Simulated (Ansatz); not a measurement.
# One shape, several levels: GaHClOF (SMILES [OH][Ga]([F])[Cl])

Aim: a comparison of 6 runs (HF/STO-3G, B3LYP/6-31G*, PBE0/def2-SVPD, r2SCAN/def2-SVPD, wB97M-V/def2-SVPD, MP2/def2-SVPD) of GaHClOF. 

The calculation is run with Ansatz 0.2.0.

93 further runs of the same task are left out: 93 set aside as unsound or not needed. Runs told in other sessions of the task aren't counted.

**1. The structure to begin with**

GaHClOF: 5 atoms, total charge 0, spin state singlet. SMILES: `[OH][Ga]([F])[Cl]`. One bond was lengthened or shortened from a relaxed shape.

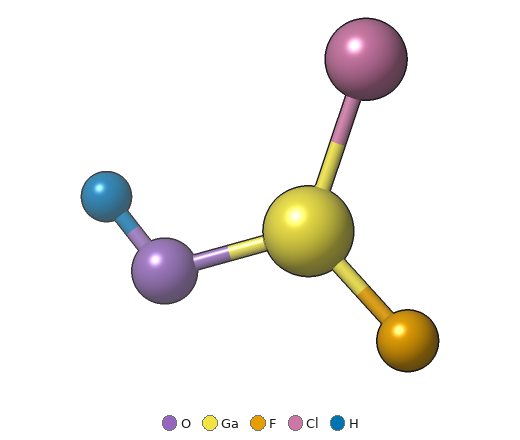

The structure, seen from a chosen angle (oxygen purple, gallium yellow, fluorine amber, chlorine pink, hydrogen blue).

**2. The energy at HF/STO-3G (run 1)**

run.yaml

```yaml
crystal:
  periodic: [false, false, false]
  atoms:
    - {symbol: O, position_ang: [-0.445812, -1.226626, 0.428133]}
    - {symbol: Ga, position_ang: [-0.009712, 0.180274, -0.536467]}
    - {symbol: F, position_ang: [-0.376212, 0.129974, -2.229067]}
    - {symbol: Cl, position_ang: [0.925888, 1.909374, 0.243033]}
    - {symbol: H, position_ang: [-0.182000, -1.121400, 1.495800]}
basis:
  gaussian:
    orbitals: STO-3G
hamiltonian:
  xc: hf
output:
  orbitals: {seedname: orbitals}
accuracy: high
```

Started as:

```
$ ansatz run run.yaml --threads 1 --pin off --max-ram 3480MiB --events-out events.jsonl --progress --plain --runs-dir runs
```

Standard output:

```text
Warning: RAYON_NUM_THREADS=1 ignored (pool sized by the plan → 1); use --threads N
Functional definition: HF
  name "HF"
  exchange = exact_x
  correlation = 0
659 factors; integrals over basis functions are off by at most 8.0e-8 eV
mean field evaluation 1: about -68786.7718 eV, gradient 2.8e1 eV
mean field evaluation 2: about -68786.8587 eV, gradient 2.8e1 eV
mean field evaluation 4: about -68790.3592 eV, gradient 2.2e0 eV
mean field evaluation 8: about -68790.3915 eV, gradient 1.2e-1 eV
mean field -68790.39174023 eV, -2528.0002686512 hartree, gradient 1.9e-8 eV, S^2 0.000000; 0 other end points of the search recorded, 0 dependent functions left out
reference -68790.39174023 eV, -2528.0002686512 hartree; 33, 33 occupied and 5, 5 virtual orbitals, 659 factors
Total energy: -68790.39174023 eV, -2528.0002686512 hartree
```

Run time: 0.4 s. Hardware: 1 thread of Arm Neoverse V2, shared host.

**3. The energy at B3LYP/6-31G(d) (Cartesian functions) (run 2)**

in.yaml

```yaml
crystal:
  periodic: [false, false, false]
  atoms:
    - symbol: O
      position_ang: [-0.445812, -1.226626, 0.428133]
    - symbol: Ga
      position_ang: [-0.009712, 0.180274, -0.536467]
    - symbol: F
      position_ang: [-0.376212, 0.129974, -2.229067]
    - symbol: Cl
      position_ang: [0.925888, 1.909374, 0.243033]
    - symbol: H
      position_ang: [-0.182000, -1.121400, 1.495800]
basis:
  gaussian:
    orbitals: "6-31G*"
output: {orbitals: {seedname: orbitals}}
hamiltonian:
  xc: {name: B3LYP}
accuracy: high
```

Started as:

```
$ ansatz run in.yaml --threads 1 --pin off --max-ram 3480MiB --events-out events.jsonl --progress --plain --runs-dir runs
```

Standard output:

```text
Warning: RAYON_NUM_THREADS=1 ignored (pool sized by the plan → 1); use --threads N
Functional definition: B3LYP
  name "B3LYP"
  parameter a0 = 0.2
  parameter ax = 0.72
  parameter ac = 0.81
  exchange = (1 - a0 - ax)*slater_x + ax*b88_x + a0*exact_x
  correlation = (1 - ac)*vwn_rpa_c + ac*lyp_c
1651 factors; integrals over basis functions are off by at most 4.0e-9 eV
mean field evaluation 1: about -69669.9086 eV, gradient 6.6e1 eV
mean field evaluation 2: about -69634.6510 eV, gradient 1.5e2 eV
mean field evaluation 4: about -69676.9876 eV, gradient 1.1e1 eV
mean field evaluation 8: about -69677.2317 eV, gradient 6.9e-1 eV
mean field evaluation 16: about -69677.2328 eV, gradient 7.3e-5 eV
mean field -69677.23284298 eV, -2560.5910780546 hartree, gradient 4.2e-8 eV, S^2 0.000000; 0 other end points of the search recorded, 0 dependent functions left out
reference -69677.23288102 eV, -2560.5910794526 hartree; 33, 33 occupied and 53, 53 virtual orbitals, 1651 factors
Total energy: -69677.23288102 eV, -2560.5910794526 hartree
```

Wall time 7.8 s (1 thread of Arm Neoverse V2, shared host); peak memory 0.29 GiB.

Runs 3 to 5 aren't shown in full; the table further down has their settings and results.

**4. The energy at MP2/def2-SVPD (run 6)**

in.yaml

```yaml
crystal:
  periodic: [false, false, false]
  atoms:
    - {symbol: O, position_ang: [-0.445812, -1.226626, 0.428133]}
    - {symbol: Ga, position_ang: [-0.009712, 0.180274, -0.536467]}
    - {symbol: F, position_ang: [-0.376212, 0.129974, -2.229067]}
    - {symbol: Cl, position_ang: [0.925888, 1.909374, 0.243033]}
    - {symbol: H, position_ang: [-0.182000, -1.121400, 1.495800]}
basis:
  gaussian: {orbitals: def2-SVPD}
correlation: {method: mp2, frozen_orbitals: {Cl: 5, F: 1, Ga: 9, H: 0, O: 1}}
accuracy: high
```

Started as:

```
$ ansatz run in.yaml --threads 1 --pin off --max-ram 3480MiB --events-out events.jsonl --progress --plain --runs-dir runs
```

Standard output:

```text
Warning: RAYON_NUM_THREADS=1 ignored (pool sized by the plan → 1); use --threads N
Functional definition: HF
  name "HF"
  exchange = exact_x
  correlation = 0
2254 factors; integrals over basis functions are off by at most 3.9e-9 eV
mean field evaluation 1: about -69582.0438 eV, gradient 4.5e1 eV
mean field evaluation 2: about -69582.0936 eV, gradient 4.5e1 eV
mean field evaluation 4: about -69585.8798 eV, gradient 2.7e0 eV
mean field evaluation 8: about -69585.9111 eV, gradient 1.0e-1 eV
mean field evaluation 16: about -69585.9112 eV, gradient 1.4e-8 eV
mean field -69585.91117673 eV, -2557.2350687203 hartree, gradient 1.4e-8 eV, S^2 0.000000; 0 other end points of the search recorded, 0 dependent functions left out
16 core orbitals not correlated: weight in the atoms' cores, before any rotation towards them, 1.000 or more for the frozen orbitals, at most 0.000 for the correlated occupied ones
reference -69585.91117673 eV, -2557.2350687203 hartree; 17, 17 occupied and 86, 86 virtual orbitals, 2254 factors
second order -20.65523533 eV of doubles, -0.00000000 eV of singles
Total energy: -69606.56641206 eV, -2557.9941346180 hartree
```

Wall time 7.5 s (1 thread of Arm Neoverse V2, shared host); peak memory 0.4 GiB.

**5. Overview of the runs**

| run | level | Cartesian functions | frozen core orbitals | energy (Eh) | HOMO energy (eV) | LUMO energy (eV) | HOMO–LUMO gap (eV) | wall time |
| --- | --- | --- | --- | --- | --- | --- | --- | --- |
| 1 | HF/STO-3G | no | – | -2528.000269 | -8.98 | 5.33 | 14.31 | 0.4 s |
| 2 | B3LYP/6-31G* (Cartesian functions) | yes | – | -2560.591079 | -9.09 | -2.08 | 7.01 | 7.8 s |
| 3 | PBE0/def2-SVPD | no | – | -2559.751704 | -9.76 | -1.98 | 7.77 | 13 s |
| 4 | r2SCAN/def2-SVPD | no | – | -2560.217679 | -8.51 | -2.55 | 5.96 | 21 s |
| 5 | wB97M-V/def2-SVPD | no | – | -2560.166441 | -12.09 | -0.42 | 11.68 | 98 s |
| 6 | MP2/def2-SVPD | no | 16 | -2557.994135 | – | – | – | 7.5 s |

**6. What came out**

```
                                           quantity           value
                                run 6: total energy  -2557.99413 Eh
run 6: correlation energy (16 core orbitals frozen)      -759.1 mEh
```

**Reading.** Over runs 1, 2, 3, 4, 5 the HOMO–LUMO gap runs from 5.96 eV (r2SCAN/def2-SVPD) to 14.31 eV (HF/STO-3G). The two ends differ in method and basis. Totals of different functionals can't be ranked against each other. In run 1 the basis is minimal, so the values are rough. All runs together took 2.5 min, the longest 98 s.
